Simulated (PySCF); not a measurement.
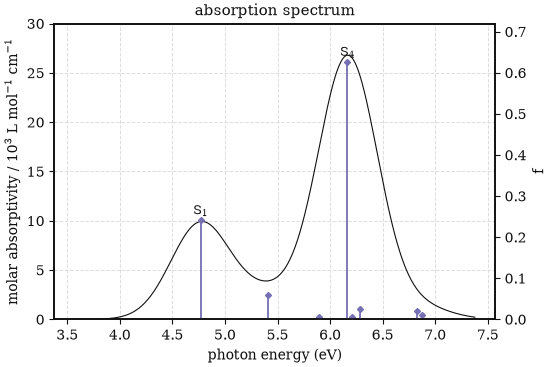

Vertical TDDFT excitations, CAM-B3LYP/def2-SVPD, PySCF 2.14.0, at a GFN2-xTB geometry (no frequency check), gas phase. The lowest 8 singlet states are shown; each is broadened by a Gaussian of 1/e half-width 0.40 eV. Sticks give oscillator strengths (right axis).

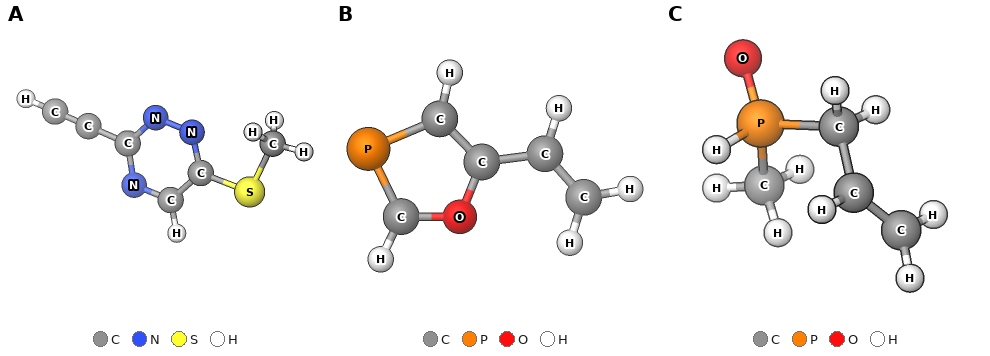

### Whose absorption spectrum is this? The candidates are drawn in the second picture.

Structure B, C₅H₅OP, SMILES C=Cc1cpco1. Its lowest singlet lies at 4.77 eV (f = 0.241) and the brightest of those computed is S4 at 6.16 eV (201 nm), f = 0.626, mainly HOMO−1 → LUMO (62 %) (S5 lies within 0.06 eV, too close to order).

Note: the tight-binding geometry is rougher than a DFT one and adds to the error; one conformer of a flexible molecule; core orbitals are frozen in the response.
